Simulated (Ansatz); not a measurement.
# BH7C4N2O2F2 (P2_1/c) (144 atoms) under strain: runs compared

Aim: relax BH7C4N2O2F2 (P2_1/c) (144 atoms), then change its volume and shape to read moduli from the stress.

Computed with Ansatz 0.2.0: Kohn-Sham DFT, r2SCAN+D4, PAW (set soft_2), plane waves.

## (1) The cell as built

The cell holds 144 atoms: 8 B, 56 H, 32 C, 16 N, 16 O and 16 F. Cell: a = 13.453 Å, b = 13.548 Å, c = 8.879 Å, α = 90.0°, β = 121.7°, γ = 90.0°. It derives from BH7C4N2O2F2 (P2_1/c), repeated 2×1×1. BH7C4N2O2F2, space group P2_1/c, structure from the Crystallography Open Database, 2 x 1 x 1 conventional cells; positions as listed; bonds to H set to neutron lengths (C-H 1.089, N-H 1.015, O-H 0.983, B-H 1.19 Å) where the listed ones are shorter.

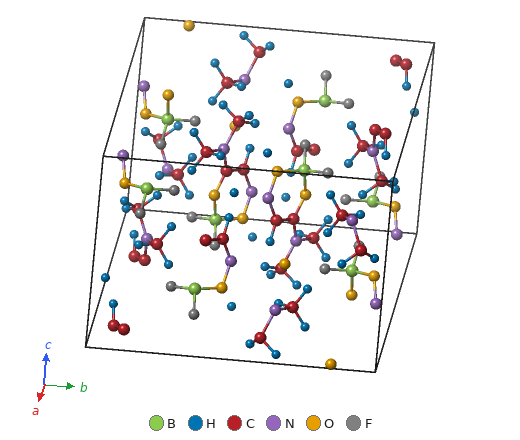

The cell as built. Bonds to atoms that aren't drawn are left out. Some periodic images of atoms are drawn too.

Limits known from the start: Sampling is at Γ alone.

## (2) The reference run

The reference is a single point at the end of the relaxation.

Every strained cell starts from the geometry of this run, and its atoms are relaxed with the cell held.

Its input, with most atom lines left out:

```yaml
crystal:
  lattice:
    - [13.21326, 0.0, -0.07948]
    - [0.0, 13.32716, 0.0]
    - [-4.62731, 0.0, 7.53072]
  atoms:
    - { symbol: B, position: [0.08453, 0.84425, 0.21697] }
    - { symbol: B, position: [0.41547, 0.34425, 0.28303] }
    - { symbol: B, position: [0.41547, 0.15575, 0.78303] }
    - { symbol: B, position: [0.08453, 0.65575, 0.71697] }
    - { symbol: H, position: [0.03836, 0.96122, 0.66055] }
    - { symbol: H, position: [0.46164, 0.46122, 0.83945] }
    - { symbol: H, position: [0.46164, 0.03878, 0.33945] }
    [... atom lines 8 to 144 left out ...]
kpoints:
  mp_grid: { grid: [1, 1, 1] }
hamiltonian:
  xc: r2scan
  dispersion: d4
scf:
  occupations: { method: fixed }
output:
  forces: true
  stress: true
  populations: true
  dos:
    method: { smearing: { sigma: 0.08 } }
    de: 0.1
    projected: { site_lists: { B: [B], C: [C], F: [F], H: [H], "N": ["N"] } }
  eigenvalues: true
  write_density: true
  write_potential: true
  volumetric_format: npy
```

```
free energy per atom   : -266.8684 eV/atom
r.m.s. force component : 0.00703 eV/Å
pressure               : 0.001412 GPa
```

Filled and empty levels are parted by 3.23 eV at Γ alone; the mesh holds the band edges only if they fold onto it, so the gap at this level can be narrower or closed, while semilocal functionals tend to narrow gaps against experiment.

## (3) The runs

Each row is one run, on 4 threads of Arm Neoverse V1, shared host. The free energy is the program's total, comparable only between runs with the same functional, potentials and atoms.

```csv
run,atoms,outcome,"ionic steps, all passes",free energy (eV),time,host memory (GiB)
Single point at the start,144,converged,-,-38428.497,48 s,4.0
Cell and atoms relaxed,144,converged,9,-38429.055,5.4 min,4.0
Single point at the relaxed geometry,144,converged,-,-38429.055,60 s,4.1
Volume -3 %,144,converged,4,-38428.997,3.3 min,3.8
Volume +3 %,144,converged,5,-38429.017,4.5 min,4.1
Volume -6 %,144,converged,7,-38428.821,5.3 min,3.7
Volume +6 %,144,converged,5,-38428.901,4.4 min,4.2
Volume -10 %,144,converged,6,-38428.294,4.7 min,3.6
Stretched by 1 % along x,144,converged,3,-38429.044,2.8 min,4.2
Compressed by 1 % along x,144,converged,3,-38429.045,2.6 min,4.0
Sheared by 2 % in xy,144,converged,6,-38429.044,5.2 min,4.1
```

In some runs the program notes that positions were snapped to a detected symmetry and the SCF threshold is loose for the stress.

## (4) Pressure against volume

Atoms are relaxed at each volume, in the scaled cell.

```csv
volume change (%),volume (Å³/atom),energy change (meV/atom),pressure (GPa),largest move on relaxing (Å),bonds,gap (eV)
-10,8.258,5.28,2.11,0.18,144,3.20
-6,8.625,1.63,1.06,0.13,144,3.21
-3,8.900,0.40,0.43,0.05,144,3.22
+0,9.175,0.00,0.00,-,144,3.23
+3,9.450,0.27,-0.33,0.04,144,3.24
+6,9.726,1.07,-0.58,0.09,144,3.25
```

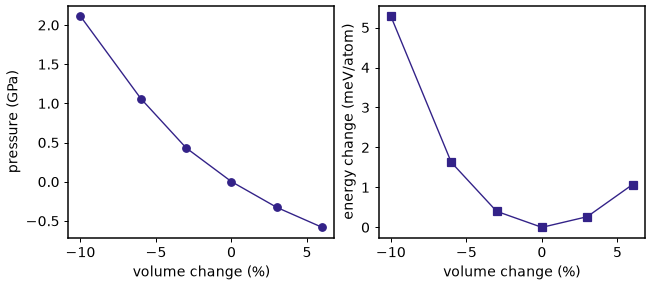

Pressure and energy against volume.

## (5) Uniaxial strain and shear

Stress (GPa, compression positive) less that of the relaxed cell, atoms relaxed:

```csv
strain,xx,yy,zz,xy,energy change (meV/atom)
stretched by 1 % along x,-0.134,-0.067,0.002,0.000,0.07
compressed by 1 % along x,0.215,0.111,0.035,0.000,0.07
sheared by 2 % in xy,0.019,0.019,0.007,-0.169,0.08
```

## (6) Outcome

The bulk modulus, from the slope of pressure against ln V over the three points nearest the relaxed volume, is 12.7 GPa; a quadratic over all points gives a pressure derivative of about 9.7. The gap goes from 3.20 eV at the smallest volume to 3.25 eV at the largest, +0.3 eV per unit of ln V by a straight line, on the run's k-points. Stretch and compression disagree (xx stress changes of -0.13 and 0.22 GPa), so C11 is only a mean of unlike responses. In the Cartesian axes of the cell, finite differences give C11 = 17.4, C12 = 8.92, C13 = 1.68 and C66 = 8.43 GPa (the shear of 2 % is the engineering strain, εxy = 0.01).

Caveats: Strains are finite and relaxations stop at the force tolerance of the input, which can leave moduli too stiff; they are those of a static cell at zero temperature. Volumes are changed with the cell's shape held, so in an anisotropic solid the modulus lies over the one under free hydrostatic load. The program notes that the SCF threshold of the relaxations is loose for the stress.

The DFT runs together took 40 min of wall time.

[Logs are printed without paths, hosts, clocks, repeated set-up lines and the standing remarks that a program may print on its own settings, such as how far it seeks lower states.]

[Hosts, paths, dates, database ids (printed as entryN), source tags and the programs' standing remarks are cut or masked in the printed files.]
